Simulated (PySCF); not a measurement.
**Run report: SiH$_{2}$, excited-state calculation**

The run: excited-state calculation of SiH$_{2}$, SMILES [SiH2]. Method and program: TDDFT CAM-B3LYP/def2-SVPD, vertical, gas phase, core orbitals frozen in the response (PySCF 2.14.0).

The geometry comes from this level: PBE0-D3(BJ)/def2-SVP.

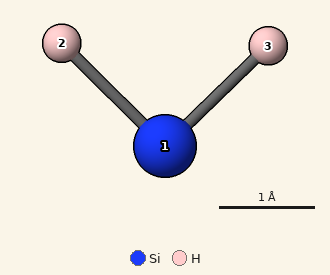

**Figure 1.** The structure (ball-and-stick view, seen on its broad side; atoms are numbered from 1 in the order of the input). Bond lengths as drawn: H–Si 1.53 Å.

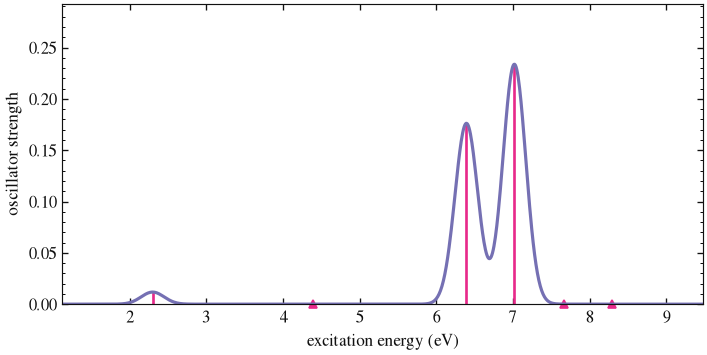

**Figure 2.** Computed excitations as sticks (degenerate states added up, dark ones marked on the axis), with a Gaussian envelope of 0.35 eV full width at half maximum, scaled to the tallest. Of the 6 states the lowest lies at 2.30 eV (f = 0.012); the strongest line is at 7.02 eV, or 177 nm (f = 0.234).

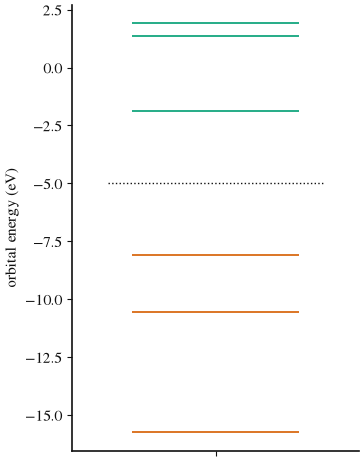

**Figure 3.** Orbital energies near the frontier; the dotted line parts filled from empty levels, and levels within 0.02 eV of each other stand side by side. Highest filled −8.11 eV, lowest empty −1.90 eV, 6.21 eV apart.

These pictures come from the run below.

## Input file
```
{"job": {"kind": "uv", "xc": "CAM-B3LYP", "basis": "def2-SVPD", "nstates": 6, "ntriplets": 2, "ip": true}, "charge": 0, "multiplicity": 1}
Si    -0.513349    -0.026746     0.514753
H     -0.372431     0.694698    -0.831843
H      0.849950    -0.705633     0.330782
```

The first line tells a small driver script what to run in PySCF; the rest is the geometry in Å.

Command:
```bash
OMP_NUM_THREADS=1 python <driver script> task.json out
```

## Output
```
coarse grid: 2864 points
cycle   1  E = -290.4751121101  dE = -2.528e-01  |g| = 1.171e-01  |ddm| = 1.304e+00
cycle   2  E = -290.4801955325  dE = -5.083e-03  |g| = 3.821e-02  |ddm| = 2.706e-01
cycle   3  E = -290.4807842608  dE = -5.887e-04  |g| = 5.224e-03  |ddm| = 9.197e-02
cycle   4  E = -290.4807994083  dE = -1.515e-05  |g| = 6.099e-04  |ddm| = 2.163e-02
cycle   5  E = -290.4807998635  dE = -4.551e-07  |g| = 1.068e-04  |ddm| = 4.284e-03
final grid: 22672 points
cycle   6  E = -290.5176637189  dE = -5.254e-07  |g| = 1.676e-04  |ddm| = 4.139e-03
cycle   7  E = -290.5176637262  dE = -7.298e-09  |g| = 3.351e-05  |ddm| = 4.819e-04
cycle   8  E = -290.5176637266  dE = -4.091e-10  |g| = 5.722e-06  |ddm| = 9.636e-05
converged SCF energy = -290.5176637266

Static polarisability (au): isotropic 34.522, principal 29.877 36.592 37.096

Singlet excitations
state   eV       nm        f      main configurations
  1   2.2996    539.2   0.01178   H->L 0.99
  2   4.3930    282.2   0.00000   H-1->L 1.00
  3   6.3923    194.0   0.17612   H->L+1 0.98
  4   7.0175    176.7   0.23365   H->L+2 0.94
  5   7.6598    161.9   0.00005   H->L+3 0.90
  6   8.2945    149.5   0.00000   H->L+5 0.99

Triplet excitations (Tamm-Dancoff, eV): 1.0661 3.8017
Vertical ionisation energy (delta-SCF) = 9.4500 eV
Vertical electron affinity (delta-SCF) = 0.8334 eV
```

## Summary

```tsv
quantity	value
outcome	converged
total energy	−290.517664 hartree
HOMO	−8.11 eV
LUMO	−1.90 eV
dipole moment	0.13 D
mean polarisability	34.52 a.u.
vertical ionisation energy	9.45 eV
vertical electron affinity	0.83 eV
lowest singlet excitation	2.30 eV
hardware	1 CPU thread, shared host
wall time	1.8 s
peak memory	0.29 GiB
```
